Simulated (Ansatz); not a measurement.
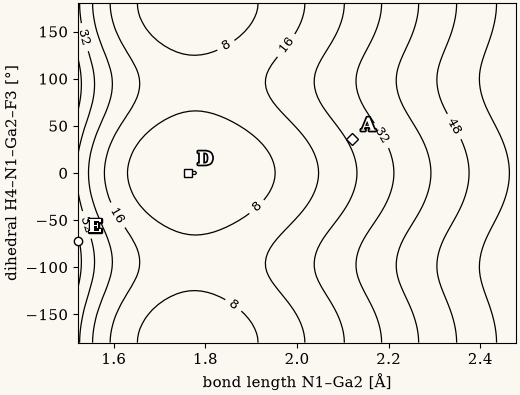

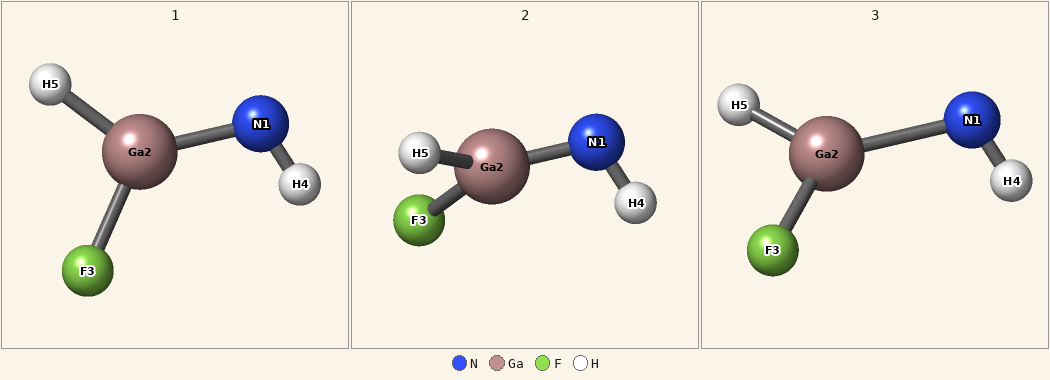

FGaH2N, SMILES [NH-][GaH][F], charge −1. First axis: bond length N1–Ga2. Second axis: dihedral H4–N1–Ga2–F3. Nothing is relaxed (all other coordinates rigid). The grid has 9 × 10 points; 54 points were computed and 36 follow by symmetry. Energies: kcal/mol, counted from the lowest grid point. Theory: RKS PBE0-D4/def2-TZVPD (Ansatz).

Drawn: contour lines labelled in kcal/mol, lettered points. Between grid points the surface is interpolated. The numbered pictures are the structures at these points, in random order.

Question: Which structure belongs to which point?

Answer: A is structure 3: bond length N1–Ga2 = 2.119 Å, dihedral H4–N1–Ga2–F3 = 36°, 25.1 kcal/mol; D is structure 1: bond length N1–Ga2 = 1.761 Å, dihedral H4–N1–Ga2–F3 = 0°, 0.0 kcal/mol; E is structure 2: bond length N1–Ga2 = 1.522 Å, dihedral H4–N1–Ga2–F3 = −72°, 40.7 kcal/mol.
